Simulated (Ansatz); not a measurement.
**One shape, several levels: GeH2Cl (SMILES [Cl][GeH2])**

Wanted: a comparison of 6 runs (U-revPBE/STO-3G, UBLYP/STO-3G, UCAM-B3LYP/STO-3G, UPBE/STO-3G, RPA@PBE/STO-3G, FCI/STO-3G) of GeH2Cl. 

The calculation is run with Ansatz 0.2.0.

57 further runs of the same task are left out: 6 that didn't finish, 51 set aside as unsound or not needed.

**1. Starting point**

GeH2Cl has 4 atoms, charge 0, and is taken as a doublet. As SMILES, `[Cl][GeH2]`. The H3–Ge2 distance was set to 1.933 Å, away from the relaxed value.

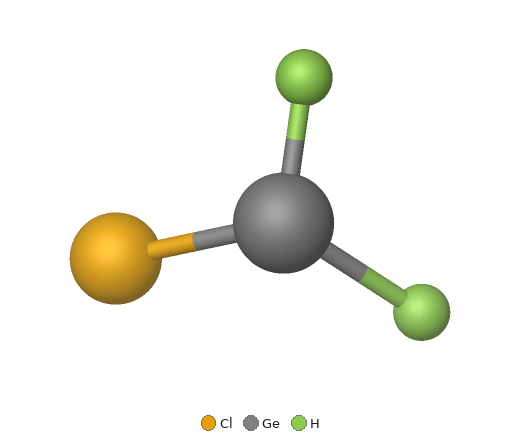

Viewed from a chosen angle; chlorine amber, germanium grey, hydrogen green.

**2. The energy at U-revPBE/STO-3G (run 1)**

File input.yaml:

```yaml
crystal:
  periodic: [false, false, false]
  atoms:
    - symbol: Cl
      position_ang: [-1.554399, 0.127510, 1.336679]
    - symbol: Ge
      position_ang: [0.115201, -0.628790, 0.201579]
    - symbol: H
      position_ang: [0.072700, 0.259600, -1.514200]
    - symbol: H
      position_ang: [1.391901, -0.291390, 1.005479]
basis:
  gaussian:
    orbitals: STO-3G
magnetization:
  spin_polarized: true
  initial_magnetization: 1
hamiltonian:
  xc: {name: revPBE}
accuracy: high
```

Run with:

```bash
$ ansatz run input.yaml --threads 1 --pin off --max-ram 2610MiB --events-out events.jsonl --progress --plain --runs-dir runs
```

Output:

```text
Warning: RAYON_NUM_THREADS=1 ignored (pool sized by the plan → 1); use --threads N
Functional definition: revPBE
  name "revPBE"
  parameter kappa = 1.245
  parameter beta = 0.06672455060314922
  exchange = pbe_x(kappa = kappa, mu = beta*pi^2/3)
  correlation = pbe_c(beta = beta)
423 factors; integrals over basis functions are off by at most 1.0e-8 eV
mean field evaluation 1: about -68018.8331 eV, gradient 2.1e2 eV
mean field evaluation 2: about -68146.0311 eV, gradient 8.8e1 eV
mean field evaluation 4: about -68263.1569 eV, gradient 3.0e1 eV
mean field evaluation 8: about -68276.2512 eV, gradient 1.9e0 eV
mean field evaluation 16: about -68276.2593 eV, gradient 2.7e-4 eV
mean field -68276.25933498 eV, -2509.1062512497 hartree, gradient 5.9e-9 eV, S^2 0.750893; 0 other end points of the search recorded, 0 dependent functions left out
reference -68276.25933718 eV, -2509.1062513307 hartree; 26, 25 occupied and 3, 4 virtual orbitals, 423 factors
Total energy: -68276.25933718 eV, -2509.1062513307 hartree
```

Run time: 2.5 s. Hardware: 1 thread of Arm Neoverse V1, shared host; peak memory 0.13 GiB.

**3. The energy at UBLYP/STO-3G (run 2)**

File job.yaml:

```yaml
crystal:
  periodic: [false, false, false]
  atoms:
    - {symbol: Cl, position_ang: [-1.554399, 0.127510, 1.336679]}
    - {symbol: Ge, position_ang: [0.115201, -0.628790, 0.201579]}
    - {symbol: H, position_ang: [0.072700, 0.259600, -1.514200]}
    - {symbol: H, position_ang: [1.391901, -0.291390, 1.005479]}
basis:
  gaussian:
    orbitals: STO-3G
accuracy: high
hamiltonian:
  xc: {name: BLYP}
magnetization:
  spin_polarized: true
  initial_magnetization: 1
```

Run with:

```bash
$ ansatz run job.yaml --threads 1 --pin off --max-ram 2610MiB --events-out events.jsonl --progress --plain --runs-dir runs
```

Output:

```text
Warning: RAYON_NUM_THREADS=1 ignored (pool sized by the plan → 1); use --threads N
Functional definition: BLYP
  name "BLYP"
  parameter beta = 0.0042
  parameter a = 0.04918
  parameter b = 0.132
  parameter c = 0.2533
  parameter d = 0.349
  exchange = b88_x(beta = beta)
  correlation = lyp_c(a = a, b = b, c = c, d = d)
423 factors; integrals over basis functions are off by at most 1.0e-8 eV
mean field evaluation 1: about -68008.4237 eV, gradient 2.1e2 eV
mean field evaluation 2: about -68142.5596 eV, gradient 8.7e1 eV
mean field evaluation 4: about -68265.8756 eV, gradient 3.0e1 eV
mean field evaluation 8: about -68279.3249 eV, gradient 2.3e0 eV
mean field evaluation 16: about -68279.3473 eV, gradient 3.1e-4 eV
mean field -68279.34725184 eV, -2509.2197301011 hartree, gradient 3.3e-8 eV, S^2 0.750773; 0 other end points of the search recorded, 0 dependent functions left out
reference -68279.34728853 eV, -2509.2197314498 hartree; 26, 25 occupied and 3, 4 virtual orbitals, 423 factors
Total energy: -68279.34728853 eV, -2509.2197314498 hartree
```

Wall time 2.4 s (1 thread of Arm Neoverse V1, shared host); peak memory 0.13 GiB.

Runs 3 to 5 aren't shown in full; the table further down has their settings and results.

**4. The energy at FCI/STO-3G (run 6)**

File molecule.yaml:

```yaml
crystal:
  periodic: [false, false, false]
  atoms:
    - {symbol: Cl, position_ang: [-1.554399, 0.127510, 1.336679]}
    - {symbol: Ge, position_ang: [0.115201, -0.628790, 0.201579]}
    - {symbol: H, position_ang: [0.072700, 0.259600, -1.514200]}
    - {symbol: H, position_ang: [1.391901, -0.291390, 1.005479]}
basis:
  gaussian:
    orbitals: STO-3G
magnetization:
  spin_polarized: true
  initial_magnetization: 1
correlation:
  method: fci
  frozen_orbitals: {Cl: 5, Ge: 9, H: 0}
accuracy: high
```

Run with:

```bash
$ ansatz run molecule.yaml --threads 1 --pin off --max-ram 2610MiB --events-out events.jsonl --progress --plain --runs-dir runs
```

Output:

```text
Warning: RAYON_NUM_THREADS=1 ignored (pool sized by the plan → 1); use --threads N
Functional definition: HF
  name "HF"
  exchange = exact_x
  correlation = 0
423 factors; integrals over basis functions are off by at most 1.0e-8 eV
mean field evaluation 1: about -68230.0260 eV, gradient 8.1e0 eV
mean field evaluation 2: about -68230.0541 eV, gradient 8.1e0 eV
mean field evaluation 4: about -68231.1044 eV, gradient 9.0e-1 eV
mean field evaluation 8: about -68231.1271 eV, gradient 1.2e-2 eV
mean field evaluation 16: about -68230.7427 eV, gradient 2.5e0 eV
mean field -68231.12706624 eV, -2507.4476709653 hartree, gradient 1.8e-8 eV, S^2 0.763950; 2 other end points of the search recorded, 0 dependent functions left out
14 core orbitals not correlated: weight in the atoms' cores, before any rotation towards them, 1.000 or more for the frozen orbitals, at most 0.000 for the correlated occupied ones
reference -68231.09773890 eV, -2507.4465932056 hartree; 12, 11 occupied and 3, 4 virtual orbitals, 423 factors
state -68232.87497620 eV, -2507.5119054716 hartree
Total energy: -68232.87497620 eV, -2507.5119054716 hartree
```

Run time: 3.6 s. Hardware: 1 thread of Arm Neoverse V1, shared host; peak memory 0.13 GiB.

**5. The series**

| run | level | frozen core orbitals | energy (Eh) | ⟨S²⟩ | wall time |
| --- | --- | --- | --- | --- | --- |
| 1 | U-revPBE/STO-3G | – | -2509.106251 | 0.751 | 2.5 s |
| 2 | UBLYP/STO-3G | – | -2509.219731 | 0.751 | 2.4 s |
| 3 | UCAM-B3LYP/STO-3G | – | -2509.400307 | 0.753 | 3.6 s |
| 4 | UPBE/STO-3G | – | -2508.783602 | 0.751 | 2.5 s |
| 5 | RPA@PBE/STO-3G | 14 | -2507.525561 | 0.751 | 5.4 s |
| 6 | FCI/STO-3G | 14 | -2507.511905 | – | 3.6 s |

**6. Outcome**

```
                                           quantity           value
                                run 6: total energy  -2507.51191 Eh
run 6: correlation energy (14 core orbitals frozen)       -65.3 mEh
```

What this shows: Totals of different functionals can't be ranked against each other. In runs 1, 2, 3, 4, 5, 6 the basis is minimal, so the values are rough. All runs together took 20 s, the longest 5.4 s.
